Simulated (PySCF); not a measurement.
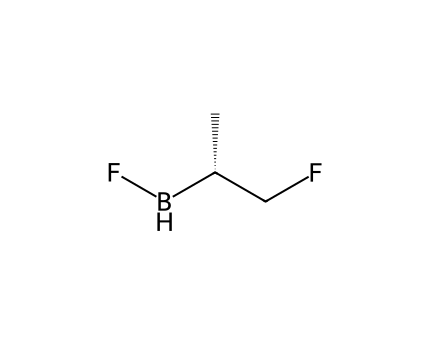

2D structure.

**Write the SMILES.**

C[C@@H](BF)CF

**What is the molecular formula?**

C3H7BF2.

**An optimisation with PBE0-D3(BJ)/def2-SVP gave a structure of which point group?**

C1.

The parts below concern this one geometry. Atoms keep their numbers from picture to picture. The geometry was computed by an optimisation with PBE0-D3(BJ)/def2-SVP. No frequency run is at hand to confirm it as a minimum.

## Geometry

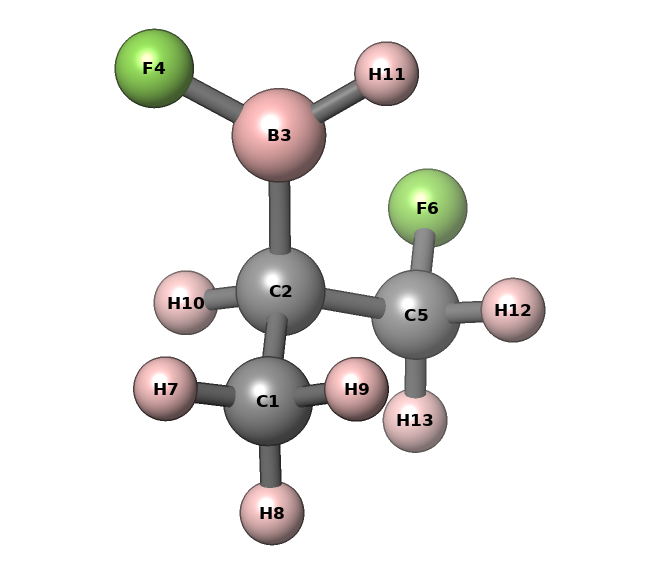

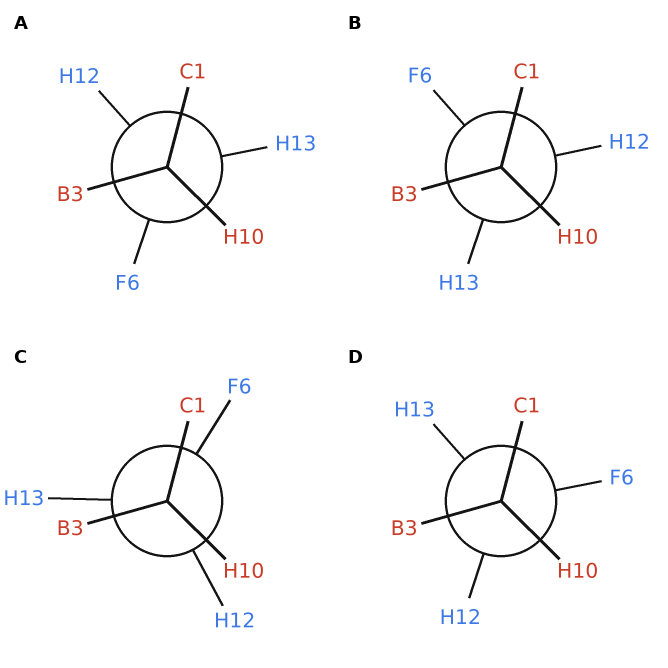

Atoms fade into the background with distance from the viewer. Bonds that would overlap in a projection are set slightly apart. No frequency run is at hand to confirm it as a minimum.

**Which Newman projection shows the view along C2–C5, with C2 in front?**

A. The torsion angle C1–C2–C5–F6 is −176°, antiperiplanar (anti).

## Core levels

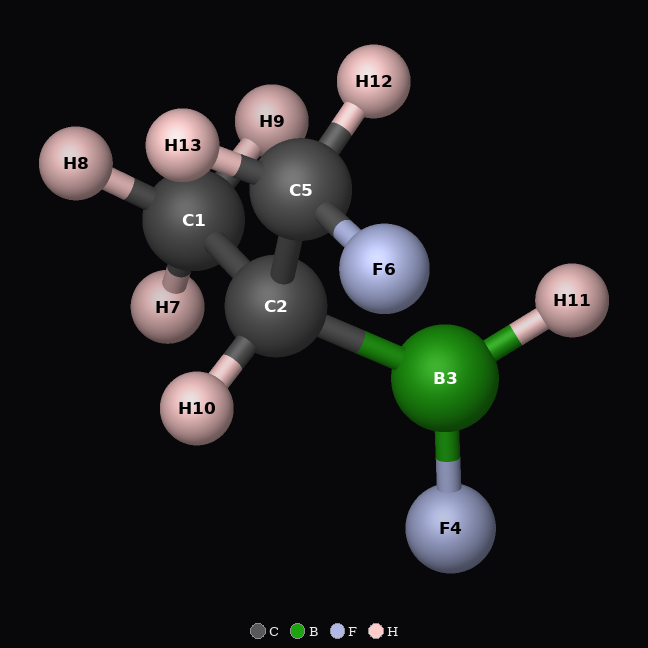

No frequency run is at hand to confirm it as a minimum. Method: delta-SCF UKS SCAN, pcX-2 on the ionised atom, pcseg-1 elsewhere, non-relativistic (PySCF 2.14.0).

Give the core-electron binding energies (to vacuum) of C1 1s, C2 1s, B3 1s, F4 1s, C5 1s, F6 1s.

| atom | level | binding energy (eV) |
| --- | --- | --- |
| C1 | 1s | 291.1 |
| C2 | 1s | 290.6 |
| B3 | 1s | 197.9 |
| F4 | 1s | 692.6 |
| C5 | 1s | 293.1 |
| F6 | 1s | 691.8 |

## Dipole moment

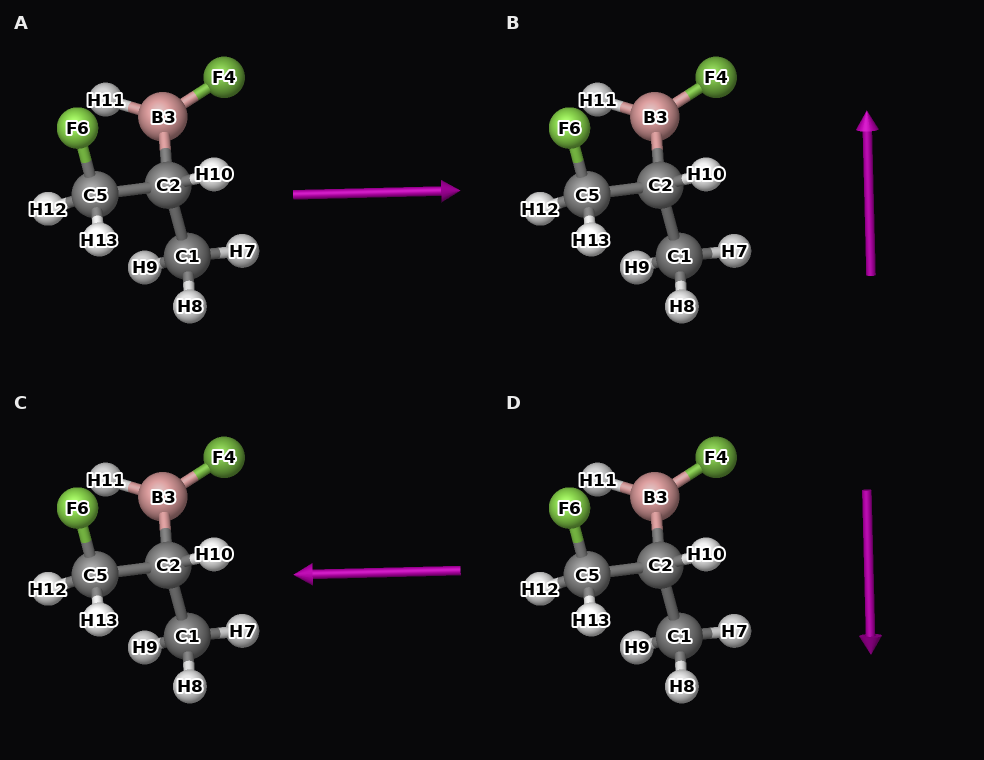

The same molecule four times, each with an arrow. No frequency run is at hand to confirm it as a minimum. Properties computed with PBE0/6-31G, gas phase (PySCF 2.14.0).

**Which arrow points along the dipole moment, from the negative to the positive end?**

D. The dipole moment is 2.70 D; it points from the side of F4 to the side of H8 (the outermost atoms at the two ends).

## Charges

The questions are on IAO charges. No frequency run is at hand to confirm it as a minimum. Properties computed with PBE0/STO-3G, gas phase (PySCF 2.14.0).

**Which atom carries the highest charge (most positive or least negative)?**

B3 (0.28 e).

**And the lowest?**

C1 (−0.38 e).

List the IAO charges.

| atom | value (e) |
| --- | --- |
| C1 | −0.38 |
| C2 | −0.29 |
| B3 | 0.28 |
| F4 | −0.13 |
| C5 | −0.08 |
| F6 | −0.15 |
| H7 | 0.13 |
| H8 | 0.13 |
| H9 | 0.13 |
| H10 | 0.14 |
| H11 | −0.02 |
| H12 | 0.12 |
| H13 | 0.12 |

## Quadrupole coupling

No frequency run is at hand to confirm it as a minimum. Electric field gradients from the ground-state density, PBE0/6-31G (PySCF 2.14.0), non-relativistic apart from any core potentials.

Give the largest field-gradient component, the quadrupole coupling constant and the asymmetry for 11B at B3 (Q = 40.59 mb), 2H at H7 (Q = 2.86 mb), 2H at H8 (Q = 2.86 mb), 2H at H9 (Q = 2.86 mb), 2H at H10 (Q = 2.86 mb).

```
atom  V_zz (a.u.)  e²qQ/h (MHz)     η
  B3        0.408          3.89  0.77
  H7        0.303         0.204  0.03
  H8        0.301         0.202  0.03
  H9        0.300         0.201  0.03
 H10        0.295         0.198  0.03
```
